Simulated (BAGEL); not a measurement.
# HNO (nitroxyl): NEVPT2(12,9)/def2-TZVPPD (density fitting with cc-pvqz-jkfit)

What is the energy change on altering one bond length of HNO (nitroxyl) at NEVPT2(12,9)/def2-TZVPPD (density fitting with cc-pvqz-jkfit)? 

The calculation is run with BAGEL 1.2.2.

2 further runs of the same task are left out: 2 set aside as unsound or not needed. Runs told in other sessions of the task aren't counted.

### Step 1. The system as given

The species is HNO (3 atoms), meant as a singlet with charge 0. As SMILES, `N=O`. Geometry: relaxed at GFN2-xTB.

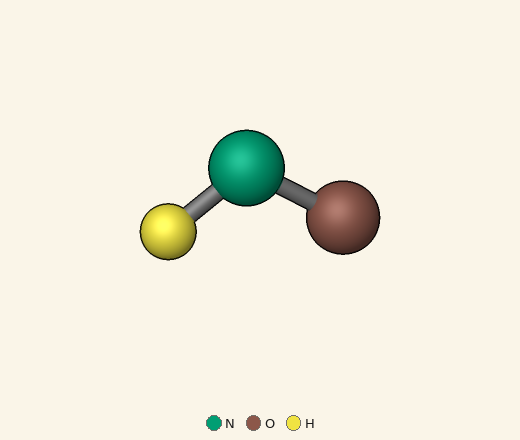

Viewed from a chosen angle; nitrogen teal, oxygen brown, hydrogen yellow.

### Step 2. The energy at NEVPT2(12,9)/def2-TZVPPD (density fitting with cc-pvqz-jkfit)

The input, nevpt2.json:

```json
{ "bagel": [

{
  "title": "molecule",
  "basis": "def2-tzvppd.json",
  "df_basis": "cc-pvqz-jkfit",
  "angstrom": true,
  "geometry": [
    { "atom": "N", "xyz": [      -0.275940,       0.297220,      -0.114780 ] },
    { "atom": "O", "xyz": [       0.768580,       0.418030,       0.466150 ] },
    { "atom": "H", "xyz": [      -0.492640,      -0.715240,      -0.351380 ] }
  ]
},

{ "title": "hf" },

{ "title": "nevpt2", "nstate": 1, "nact": 9, "nclosed": 2, "maxiter": 200, "natocc": true, "ncore": 2 },

{ "title": "print", "file": "orbitals.molden", "orbitals": true }

]}
```

The basis set def2-TZVPPD is read from a file made from the Basis Set Exchange's data (not shown).

Command:

```sh
BAGEL_NUM_THREADS=1 BAGEL nevpt2.json > nevpt2.out
```

The program printed:

```text
* using 1 threads per process

  ===============================================================
  ===============================================================

  *** Geometry ***

  { "atom" : "N", "xyz" : [     -0.521451,      0.561664,     -0.216903 ] },
  { "atom" : "O", "xyz" : [      1.452406,      0.789962,      0.880896 ] },
  { "atom" : "H", "xyz" : [     -0.930955,     -1.351608,     -0.664012 ] },

  Number of auxiliary basis functions:      263

  Since a DF basis is specified, we compute 2- and 3-index integrals:
    o Being stored without compression. Storage requirement is 0.019 GB

  Number of basis functions:       94
  Number of electrons      :       16

    * METHOD: MOLECULE                             0.18

  *** RHF ***

  === Nuclear Repulsion ===
    30.4051266689

      * DIIS with orbital gradients will be used.

  === RHF iteration (def2-tzvppd.json) ===
      0       -129.68571656          0.02489802           0.03
      1       -129.76180306          0.02026008           0.05
      2       -129.84150723          0.00255403           0.03
      3       -129.84315685          0.00112342           0.03
      4       -129.84347823          0.00019719           0.04
      5       -129.84350518          0.00009230           0.03
      6       -129.84351235          0.00002861           0.03
      7       -129.84351307          0.00000817           0.03
      8       -129.84351311          0.00000277           0.03
      9       -129.84351312          0.00000095           0.03
     10       -129.84351312          0.00000028           0.04
     11       -129.84351312          0.00000012           0.03
     12       -129.84351312          0.00000002           0.03
     13       -129.84351312          0.00000001           0.03
     14       -129.84351312          0.00000000           0.04
    * SCF iteration converged.

    * Permanent dipole moment:
           (    0.350776,     0.652465,     0.267025) a.u.

    * METHOD: HF                                   0.67

    * freezing 2 orbitals
  ---------------------------
      CASSCF calculation
  ---------------------------

    * nstate   :      1
    * nclosed  :      2
    * nact     :      9
    * nvirt    :     83
  === CASSCF iteration (def2-tzvppd.json) ===

    * Using the second-order algorithm

      0  0      -129.87289609     4.13e-03      0.28

      1  0      -129.90066201     1.71e-03      0.59

      2  0      -129.93121811     2.04e-03      0.57

      3  0      -129.94591037     1.15e-03      0.54

      4  0      -129.96348262     2.05e-03      0.65

      5  0      -129.97583461     1.49e-03      0.69

      6  0      -129.97782263     6.50e-04      0.67

      7  0      -129.97809735     2.86e-04      0.67

      8  0      -129.97815634     1.42e-04      0.67

      9  0      -129.97817336     7.73e-05      0.64

     10  0      -129.97817909     4.45e-05      0.64

     11  0      -129.97818119     2.65e-05      0.65

     12  0      -129.97818198     1.61e-05      0.67

     13  0      -129.97818228     9.93e-06      0.69

     14  0      -129.97818240     6.16e-06      0.73

     15  0      -129.97818245     3.84e-06      0.66

     16  0      -129.97818247     2.40e-06      0.73

     17  0      -129.97818248     1.50e-06      0.70

     18  0      -129.97818248     9.43e-07      0.80

     19  0      -129.97818248     5.92e-07      0.67

     20  0      -129.97818248     3.71e-07      0.68

     21  0      -129.97818248     2.33e-07      0.64

     22  0      -129.97818248     1.46e-07      0.64

     23  0      -129.97818248     9.20e-08      0.65

     24  0      -129.97818248     5.78e-08      0.60

     25  0      -129.97818248     3.63e-08      0.60

     26  0      -129.97818248     2.28e-08      0.64

     27  0      -129.97818248     1.43e-08      0.60

     28  0      -129.97818248     9.00e-09      0.57

    * Second-order optimization converged. *

     guess   0:   closed 111111...            open .........

  === FCI iteration ===

      0  0      -129.83879951     6.51e-03      0.01
      1  0      -129.96113712     2.50e-03      0.01
      2  0      -129.97572322     9.99e-04      0.01
      3  0      -129.97776339     3.83e-04      0.01
      4  0      -129.97810917     1.39e-04      0.01
      5  0      -129.97816502     5.91e-05      0.01
      6  0      -129.97817757     3.20e-05      0.01
      7  0      -129.97818103     1.84e-05      0.01
      8  0      -129.97818213     9.41e-06      0.02
      9  0      -129.97818242     4.48e-06      0.01
     10  0      -129.97818247     1.82e-06      0.01
     11  0      -129.97818248     6.32e-07      0.01
     12  0      -129.97818248     2.15e-07      0.01
     13  0      -129.97818248     8.08e-08      0.01
     14  0      -129.97818248     2.91e-08      0.01
     15  0      -129.97818248     1.05e-08      0.01
     16  0      -129.97818248     4.25e-09      0.01
     17  0      -129.97818248     1.71e-09      0.01
     18  0      -129.97818248     6.92e-10      0.01
     19  0      -129.97818248     2.50e-10      0.01
    ** throwing out 1 trial vectors **
     20  0 *    -129.97818248     8.25e-11      0.01

     * ci vector, state   0, <S^2> = -0.0000
       222222...     0.9611237005
       22222.2..    -0.1785784449
       222.22.2.    -0.0809761436
       2222.2..2    -0.0565798868
       2222bab.a     0.0556402955
       2222aba.b     0.0556402955

  === DF-NEVPT2 calculation ===

    * 3-index integral transformation done
    * assembly done

      NEVPT2 correlation energy:   -0.2774987376      0.40

          (+0)      0.0000000000
          (+0)'     0.0000000000
          (+1)      0.0000000000
          (+1)'     0.0000000000
          (+2)      0.0000000000
          (-1)      0.0000000000
          (-1)'    -0.1079003691
          (-2)     -0.1695983684

      NEVPT2 total energy:       -130.2556812177

    * METHOD: NEVPT2                              86.31

    * METHOD: PRINT                                0.04

  ===============================================================
```

Wall time 88 s (1 thread of Intel Xeon Platinum 8259CL at 2.50GHz (Skylake/Cascade Lake), shared host); peak memory 1.3 GiB.

### Step 3. The distorted shape at the same level

The input, calc.json:

```json
{ "bagel" : [

{
  "title" : "molecule",
  "basis" : "def2-tzvppd.json",
  "df_basis" : "cc-pvqz-jkfit",
  "angstrom" : true,
  "geometry" : [
    { "atom" : "N", "xyz" : [      -0.210931,       0.600954,      -0.043801 ] },
    { "atom" : "O", "xyz" : [       0.833589,       0.721764,       0.537129 ] },
    { "atom" : "H", "xyz" : [      -0.492640,      -0.715240,      -0.351380 ] }
  ]
},

{
  "title" : "hf"
},

{
  "title" : "casscf",
  "nstate" : 1,
  "nact" : 9,
  "nclosed" : 2,
  "maxiter" : 200,
  "natocc" : true
},

{
  "title" : "nevpt2",
  "nstate" : 1,
  "nact" : 9,
  "nclosed" : 2,
  "maxiter" : 200,
  "natocc" : true,
  "ncore" : 2
},

{
  "title" : "print",
  "file" : "orbitals.molden",
  "orbitals" : true
}

]}
```

The basis set def2-TZVPPD is read from a file made from the Basis Set Exchange's data (not shown).

Command:

```sh
BAGEL_NUM_THREADS=1 BAGEL calc.json > calc.out
```

The program printed:

```text
* using 1 threads per process

  ===============================================================
  ===============================================================

  *** Geometry ***

  { "atom" : "N", "xyz" : [     -0.398602,      1.135638,     -0.082772 ] },
  { "atom" : "O", "xyz" : [      1.575255,      1.363936,      1.015027 ] },
  { "atom" : "H", "xyz" : [     -0.930955,     -1.351608,     -0.664012 ] },

  Number of auxiliary basis functions:      263

  Since a DF basis is specified, we compute 2- and 3-index integrals:
    o Being stored without compression. Storage requirement is 0.019 GB

  Number of basis functions:       94
  Number of electrons      :       16

    * METHOD: MOLECULE                             0.15

  *** RHF ***

  === Nuclear Repulsion ===
    29.3222891081

      * DIIS with orbital gradients will be used.

  === RHF iteration (def2-tzvppd.json) ===
      0       -129.60347166          0.02660702           0.03
      1       -129.66230000          0.02540844           0.03
      2       -129.79584877          0.00275540           0.03
      3       -129.79804722          0.00141633           0.03
      4       -129.79864243          0.00028536           0.03
      5       -129.79870322          0.00012447           0.03
      6       -129.79871696          0.00004259           0.03
      7       -129.79871872          0.00001424           0.03
      8       -129.79871887          0.00000535           0.02
      9       -129.79871888          0.00000182           0.02
     10       -129.79871888          0.00000056           0.02
     11       -129.79871888          0.00000026           0.03
     12       -129.79871888          0.00000005           0.03
     13       -129.79871888          0.00000002           0.02
     14       -129.79871888          0.00000001           0.02
    * SCF iteration converged.

    * Permanent dipole moment:
           (    0.258800,     0.450560,     0.193385) a.u.

    * METHOD: HF                                   0.51

  ---------------------------
      CASSCF calculation
  ---------------------------

    * nstate   :      1
    * nclosed  :      2
    * nact     :      9
    * nvirt    :     83
  === CASSCF iteration (def2-tzvppd.json) ===

    * Using the second-order algorithm

      0  0      -129.83552989     4.71e-03      0.25

      1  0      -129.89717062     3.34e-03      0.55

      2  0      -129.91243349     1.31e-03      0.45

      3  0      -129.93424595     2.17e-03      0.47

      4  0      -129.95644873     1.86e-03      0.51

      5  0      -129.95921216     5.69e-04      0.64

      6  0      -129.95937553     1.73e-04      0.59

      7  0      -129.95938745     5.37e-05      0.59

      8  0      -129.95938847     1.74e-05      0.74

      9  0      -129.95938857     5.91e-06      0.58

     10  0      -129.95938858     2.06e-06      0.49

     11  0      -129.95938858     7.37e-07      0.57

     12  0      -129.95938858     2.67e-07      0.60

     13  0      -129.95938858     9.73e-08      0.49

     14  0      -129.95938858     3.57e-08      0.44

     15  0      -129.95938858     1.31e-08      0.46

     16  0      -129.95938858     4.83e-09      0.51

    * Second-order optimization converged. *

     guess   0:   closed 111111...            open .........

  === FCI iteration ===

      0  0      -129.79177308     6.78e-03      0.01
      1  0      -129.93445578     2.95e-03      0.01
      2  0      -129.95492489     1.31e-03      0.01
      3  0      -129.95857681     5.10e-04      0.01
      4  0      -129.95922527     1.96e-04      0.01
      5  0      -129.95935553     8.98e-05      0.01
      6  0      -129.95938207     4.25e-05      0.01
      7  0      -129.95938711     2.06e-05      0.01
      8  0      -129.95938839     8.28e-06      0.01
      9  0      -129.95938856     2.93e-06      0.01
     10  0      -129.95938858     1.03e-06      0.01
     11  0      -129.95938858     4.10e-07      0.01
     12  0      -129.95938858     1.66e-07      0.01
     13  0      -129.95938858     6.48e-08      0.01
     14  0      -129.95938858     2.44e-08      0.01
     15  0      -129.95938858     1.00e-08      0.01
     16  0      -129.95938858     3.84e-09      0.01
     17  0      -129.95938858     1.47e-09      0.01
     18  0      -129.95938858     5.38e-10      0.01
     19  0      -129.95938858     2.47e-10      0.01
    ** throwing out 1 trial vectors **
     20  0      -129.95938858     1.12e-10      0.01
    ** throwing out 1 trial vectors **
     21  0 *    -129.95938858     5.04e-11      0.01

     * ci vector, state   0, <S^2> = -0.0000
       222222...     0.9436268481
       22222.2..    -0.1989235134
       2222.2.2.    -0.1668821577
       222.22..2    -0.0661760854
       222ba2.ba     0.0614122833
       222ab2.ab     0.0614122833
       22a2b2ba.    -0.0518698821
       22b2a2ab.    -0.0518698821

    * METHOD: CASSCF                               9.21

    * freezing 2 orbitals

  === DF-NEVPT2 calculation ===

    * 3-index integral transformation done
    * assembly done

      NEVPT2 correlation energy:   -0.2709051167      0.29

          (+0)      0.0000000000
          (+0)'     0.0000000000
          (+1)      0.0000000000
          (+1)'     0.0000000000
          (+2)      0.0000000000
          (-1)      0.0000000000
          (-1)'    -0.1079281016
          (-2)     -0.1629770151

      NEVPT2 total energy:       -130.2302936988

    * METHOD: NEVPT2                              52.47

    * METHOD: PRINT                                0.02

  ===============================================================
```

Wall time 63 s (1 thread of Intel Xeon Platinum 8259CL at 2.50GHz (Skylake/Cascade Lake), shared host); peak memory 1.3 GiB.

### Step 4. Summary of results

Level: NEVPT2(12,9)/def2-TZVPPD (density fitting with cc-pvqz-jkfit), 2 core orbitals frozen.

| quantity | value |
| --- | --- |
| first shape: total energy | -130.25568 Eh |
| distorted shape: total energy | -130.23029 Eh |
| energy change with the N1–H3 bond stretched from 1.062 to 1.381 Å | 0.691 eV |

What this shows: With the N1–H3 bond stretched from 1.062 to 1.381 Å the energy rises by 0.69 eV (15.9 kcal/mol). The first shape isn't relaxed at this level, so the change isn't measured from a minimum.
